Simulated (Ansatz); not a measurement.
**BCCD(T)/cc-pVDZ run of C3H4O (methylketene)**

Aim: the vertical ionisation energy of C3H4O (methylketene) at BCCD(T)/cc-pVDZ, from 2 runs. 

The results are computed with Ansatz 0.2.0.

35 further runs of the same task are left out: 35 set aside as unsound or not needed.

### Step 1. The molecule

C3H4O: 8 atoms, total charge 0, spin state singlet. SMILES: `CC=C=O`. The shape is that of a PBE0-D4/def2-TZVP optimisation.

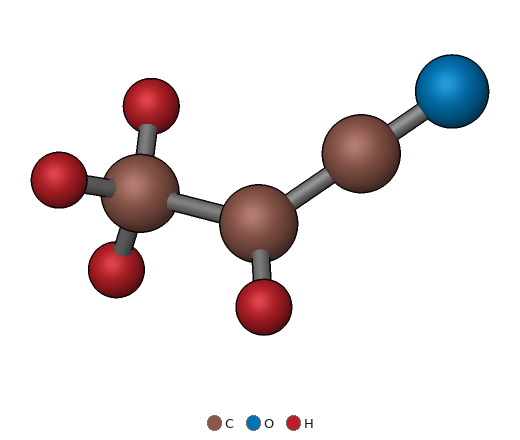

Viewed from a chosen angle; carbon brown, oxygen blue, hydrogen red.

### Step 2. A single-point energy at BCCD(T)/cc-pVDZ

Contents of input.yaml:

```yaml
crystal:
  periodic: [false, false, false]
  atoms:
    - {symbol: C, position_ang: [-0.527260, 0.797080, -0.183660]}
    - {symbol: C, position_ang: [-0.086970, -0.563690, 0.274760]}
    - {symbol: C, position_ang: [1.122630, -1.027770, 0.097370]}
    - {symbol: O, position_ang: [2.196540, -1.437400, -0.061070]}
    - {symbol: H, position_ang: [-1.351730, 0.723880, -0.897750]}
    - {symbol: H, position_ang: [-0.866500, 1.405090, 0.659100]}
    - {symbol: H, position_ang: [0.287360, 1.332930, -0.671970]}
    - {symbol: H, position_ang: [-0.774070, -1.230150, 0.783200]}
basis:
  gaussian:
    orbitals: cc-pVDZ
correlation:
  method: bccd_t
  frozen_orbitals: {C: 1, H: 0, O: 1}
accuracy: high
scf:
  omitted_lower_state_checks: [cluster_reference, increment]
```

Command:

```bash
$ ansatz run input.yaml --threads 1 --pin off --max-ram 3480MiB --events-out events.jsonl --progress --plain --runs-dir runs
```

Standard output:

```text
Warning: RAYON_NUM_THREADS=1 ignored (pool sized by the plan → 1); use --threads N
Functional definition: HF
  name "HF"
  exchange = exact_x
  correlation = 0
these checks for a lower state are left out or cut short: cluster_reference, increment
1742 factors; integrals over basis functions are off by at most 3.1e-9 eV
mean field evaluation 1: about -5188.9663 eV, gradient 3.1e1 eV
mean field evaluation 2: about -5188.9702 eV, gradient 3.1e1 eV
mean field evaluation 4: about -5191.2466 eV, gradient 4.3e0 eV
mean field evaluation 8: about -5191.3050 eV, gradient 1.9e-1 eV
mean field -5191.30546246 eV, -190.7769569523 hartree, gradient 3.0e-8 eV, S^2 0.000000; 0 other end points of the search recorded, 0 dependent functions left out
4 core orbitals not correlated: weight in the atoms' cores, before any rotation towards them, 1.000 or more for the frozen orbitals, at most 0.000 for the correlated occupied ones
reference -5191.30546246 eV, -190.7769569523 hartree; 11, 11 occupied and 61, 61 virtual orbitals, 1742 factors
second order -15.72172093 eV of doubles, -0.00000000 eV of singles
cycle   1  -15.87968795 eV  change   -1.6e-1 eV  update   1.1e-1
cycle   2  -16.30574705 eV  change   -4.3e-1 eV  update   4.5e-2
cycle   3  -16.45203674 eV  change   -1.5e-1 eV  update   2.1e-2
cycle   4  -16.45495643 eV  change   -2.9e-3 eV  update   6.0e-3
cycle   5  -16.45003272 eV  change    4.9e-3 eV  update   1.7e-3
cycle   6  -16.45058663 eV  change   -5.5e-4 eV  update   5.8e-4
cycle   7  -16.45066712 eV  change   -8.0e-5 eV  update   1.8e-4
cycle   8  -16.45061523 eV  change    5.2e-5 eV  update   7.0e-5
cycle   9  -16.45063864 eV  change   -2.3e-5 eV  update   2.7e-5
cycle  10  -16.45065114 eV  change   -1.2e-5 eV  update   1.1e-5
cycle  11  -16.45064995 eV  change    1.2e-6 eV  update   3.3e-6
cycle  12  -16.45065531 eV  change   -5.4e-6 eV  update   1.3e-6
cycle  13  -16.45065554 eV  change   -2.3e-7 eV  update   3.6e-7
cycle  14  -16.45065628 eV  change   -7.4e-7 eV  update   1.8e-7
cycle  15  -16.45065633 eV  change   -4.4e-8 eV  update   6.5e-8
cycle  16  -16.45065632 eV  change    9.7e-9 eV  update   3.3e-8
cycle  17  -16.45065698 eV  change   -6.6e-7 eV  update   1.5e-7
cycle  18  -16.45065700 eV  change   -1.6e-8 eV  update   4.1e-8
cycle  19  -16.45065703 eV  change   -4.0e-8 eV  update   1.4e-8
cycle  20  -16.45065704 eV  change   -1.2e-9 eV  update   4.5e-9
cycle  21  -16.45065704 eV  change   8.9e-10 eV  update   1.6e-9
perturbative correction -0.64068767 eV, -0.0235448375 hartree
Total energy: -5208.39680717 eV, -191.4050522852 hartree
Checks for a lower state left out: cluster_reference, increment
```

Wall time 5.7 s (1 thread of AMD EPYC 9R45 (Zen 5), shared host); peak memory 0.53 GiB.

### Step 3. The doublet cation

Contents of run.yaml:

```yaml
crystal:
  periodic: [false, false, false]
  atoms:
    - symbol: C
      position_ang: [-0.527260, 0.797080, -0.183660]
    - symbol: C
      position_ang: [-0.086970, -0.563690, 0.274760]
    - symbol: C
      position_ang: [1.122630, -1.027770, 0.097370]
    - symbol: O
      position_ang: [2.196540, -1.437400, -0.061070]
    - symbol: H
      position_ang: [-1.351730, 0.723880, -0.897750]
    - symbol: H
      position_ang: [-0.866500, 1.405090, 0.659100]
    - symbol: H
      position_ang: [0.287360, 1.332930, -0.671970]
    - symbol: H
      position_ang: [-0.774070, -1.230150, 0.783200]
basis:
  gaussian:
    orbitals: cc-pVDZ
total_charge: 1
magnetization:
  spin_polarized: true
  initial_magnetization: 1
correlation:
  method: bccd_t
  frozen_orbitals: {C: 1, H: 0, O: 1}
accuracy: high
scf:
  omitted_lower_state_checks: [cluster_reference, increment]
```

Command:

```bash
$ ansatz run run.yaml --threads 1 --pin off --max-ram 3480MiB --events-out events.jsonl --progress --plain --runs-dir runs
```

Standard output:

```text
Warning: RAYON_NUM_THREADS=1 ignored (pool sized by the plan → 1); use --threads N
[... 4 set-up lines as earlier in the session ...]
these checks for a lower state are left out or cut short: cluster_reference, increment
1742 factors; integrals over basis functions are off by at most 3.1e-9 eV
mean field evaluation 1: about -5179.4397 eV, gradient 2.9e1 eV
mean field evaluation 2: about -5179.4434 eV, gradient 2.9e1 eV
mean field evaluation 4: about -5183.1794 eV, gradient 4.1e0 eV
mean field evaluation 8: about -5183.3628 eV, gradient 4.2e-1 eV
mean field evaluation 16: about -5183.3778 eV, gradient 3.0e-7 eV
mean field -5183.37780468 eV, -190.4856209024 hartree, gradient 1.5e-8 eV, S^2 0.820577; 0 other end points of the search recorded, 0 dependent functions left out
4 core orbitals not correlated: weight in the atoms' cores, before any rotation towards them, 1.000 or more for the frozen orbitals, at most 0.000 for the correlated occupied ones
reference -5183.37780468 eV, -190.4856209024 hartree; 11, 10 occupied and 61, 62 virtual orbitals, 1742 factors
second order -14.78864296 eV of doubles, -0.00000000 eV of singles
cycle   1  -15.06478213 eV  change   -2.8e-1 eV  update   1.2e-1
cycle   2  -15.53979437 eV  change   -4.8e-1 eV  update   4.9e-2
cycle   3  -15.71030084 eV  change   -1.7e-1 eV  update   3.2e-2
cycle   4  -15.72168196 eV  change   -1.1e-2 eV  update   1.5e-2
cycle   5  -15.69817127 eV  change    2.4e-2 eV  update   8.1e-3
cycle   6  -15.69663758 eV  change    1.5e-3 eV  update   3.4e-3
cycle   7  -15.69556098 eV  change    1.1e-3 eV  update   1.6e-3
cycle   8  -15.69553960 eV  change    2.1e-5 eV  update   7.2e-4
cycle   9  -15.69559035 eV  change   -5.1e-5 eV  update   2.8e-4
cycle  10  -15.69553774 eV  change    5.3e-5 eV  update   1.1e-4
cycle  11  -15.69559881 eV  change   -6.1e-5 eV  update   5.5e-5
cycle  12  -15.69562989 eV  change   -3.1e-5 eV  update   2.5e-5
cycle  13  -15.69562394 eV  change    6.0e-6 eV  update   1.2e-5
cycle  14  -15.69562510 eV  change   -1.2e-6 eV  update   4.8e-6
cycle  15  -15.69561999 eV  change    5.1e-6 eV  update   2.2e-6
cycle  16  -15.69561861 eV  change    1.4e-6 eV  update   8.1e-7
cycle  17  -15.69561841 eV  change    2.0e-7 eV  update   3.7e-7
cycle  18  -15.69561857 eV  change   -1.6e-7 eV  update   1.7e-7
cycle  19  -15.69561860 eV  change   -3.1e-8 eV  update   9.0e-8
cycle  20  -15.69561860 eV  change    3.8e-9 eV  update   4.7e-8
cycle  21  -15.69561897 eV  change   -3.7e-7 eV  update   1.3e-7
cycle  22  -15.69561892 eV  change    4.4e-8 eV  update   3.8e-8
cycle  23  -15.69561896 eV  change   -3.8e-8 eV  update   1.5e-8
cycle  24  -15.69561895 eV  change    1.0e-8 eV  update   6.5e-9
cycle  25  -15.69561895 eV  change   2.4e-10 eV  update   2.8e-9
cycle  26  -15.69561895 eV  change   2.7e-10 eV  update   1.3e-9
perturbative correction -0.63562397 eV, -0.0233587501 hartree
Total energy: -5199.70904760 eV, -191.0857830100 hartree
Checks for a lower state left out: cluster_reference, increment
```

It took 18 s on 1 thread of AMD EPYC 9R45 (Zen 5), shared host; peak memory 0.97 GiB.

### Step 4. Results

Level: BCCD(T)/cc-pVDZ, 4 core orbitals frozen.

| quantity | value |
| --- | --- |
| singlet C3H4O: total energy | -191.40505 Eh |
| singlet C3H4O: correlation energy (4 core orbitals frozen) | -628.1 mEh |
| singlet C3H4O: (T) correction | -23.54 mEh |
| doublet cation: total energy | -191.08578 Eh |
| doublet cation: correlation energy (4 core orbitals frozen) | -600.2 mEh |
| doublet cation: (T) correction | -23.36 mEh |
| doublet cation: ⟨S²⟩ of the reference determinant | 0.821 |
| vertical ionisation energy (to the doublet cation) | 8.688 eV |

**Reading.** Removing an electron at fixed nuclei costs 8.69 eV (838 kJ/mol). The triples (singlet C3H4O) make up 3.7 % of the correlation energy. The triples (doublet cation) make up 3.9 % of the correlation energy.
